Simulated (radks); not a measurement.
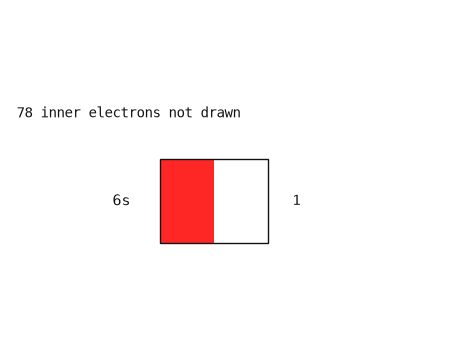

Fig. 1: The outer shells as the input fills them: a box for each of the 2l + 1 orbitals, shaded by the share of the shell that is filled, with the electron count at the right.

# Atomic calculation for Au

- system: the neutral gold atom in the configuration [Xe] 4f14 5d10 6s1.
- method: scalar-relativistic Kohn-Sham, LDA (Slater exchange, Perdew-Wang correlation), spin-unpolarised, spherical densities, point nucleus (the in-house radial solver radks)

## The input
```
Z 79
configuration [Xe] 4f14 5d10 6s1
relativity scalar-relativistic
functional lda,pw
spin unpolarised
nucleus point
c 137.035999084
mesh_step 0.005
max_iterations 80
```

Energies in input and log are in hartree, lengths in bohr.

Hardware: 1 thread of Arm Neoverse V1, 23 GiB of memory available, shared host.

The run was one of a batch that the task file lists, launched with:
```bash
python <driver script> task.json out
```

## Log
```
1s      1   2.0000       -2966.53951512
2s      1   2.0000        -523.45783814
2p      1   6.0000        -452.65581602
3s      1   2.0000        -123.53693942
3p      1   6.0000        -103.00643931
3d      1  10.0000         -81.05343417
4s      1   2.0000         -26.78932566
4p      1   6.0000         -20.05608612
4d      1  10.0000         -11.97537835
4f      1  14.0000          -2.99808742
5s      1   2.0000          -3.99749836
5p      1   6.0000          -2.20718675
5d      1  10.0000          -0.26150086
6s      1   1.0000          -0.22354008
Etot -19001.3647434397
Ekin 21260.422157833687
Encl -47295.28834112204
Eh 7385.305812692233
Exc -351.8043728435812
err 1.0438925264591812e-08
it 15
```

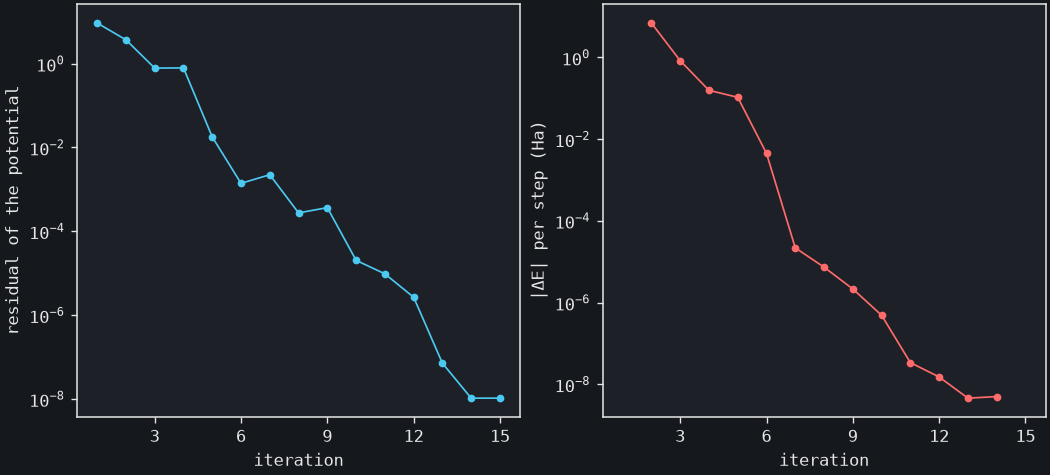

Fig. 2: Convergence: residual of the potential and change of the energy from step to step (the smallest changes aren't drawn) against the iteration. The residual falls almost steadily, with no more than small rises or pauses. It goes from 9.3 to 1.0×10⁻⁸ in 15 steps.

## Outcome

```tsv
quantity	value
outcome	converged
total energy	−19001.3647 hartree
kinetic energy	21260.4222 hartree
electron–nucleus energy	−47295.2883 hartree
Hartree energy	7385.3058 hartree
exchange–correlation energy	−351.804373 hartree
radius at density 0.001 e/bohr³	4.27 bohr
SCF iterations	15
```

## What is odd here

A numerical setting was moved from its usual value: mesh step h = 0.005. The program ran to the end, and its total energy equals that of the same run with the usual input (−19001.36474 hartree) within 10⁻⁵ hartree, so the oddity leaves no trace in it.
